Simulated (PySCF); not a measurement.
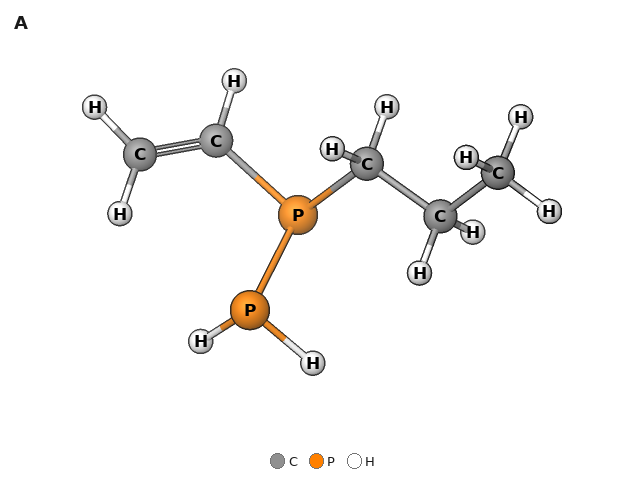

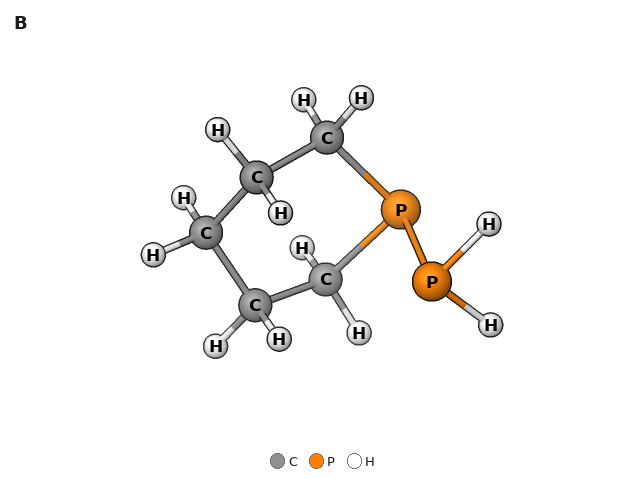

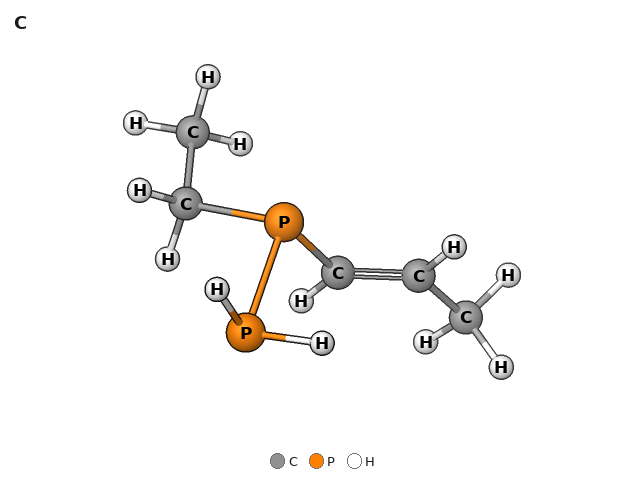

3 stationary structures of one formula. Geometries: GFN2-xTB. Electronic energies: PBE0/pcSseg-1 (PySCF 2.14.0), without zero-point energy. No frequency run is at hand to confirm each as a minimum. Each is one conformer, not always the lowest.

> Which structure is the most stable?

B is lowest; C lies 0.847 eV above it, A lies 1.078 eV above it. A is `C=CP(P)CCC`, B is `PP1CCCCC1`, C is `C/C=C/P(P)CC`.

The geometry is semi-empirical. Around P such bond lengths and angles can be off by a tenth of an ångström or more and by several degrees, and values that hang on the shape move with them.
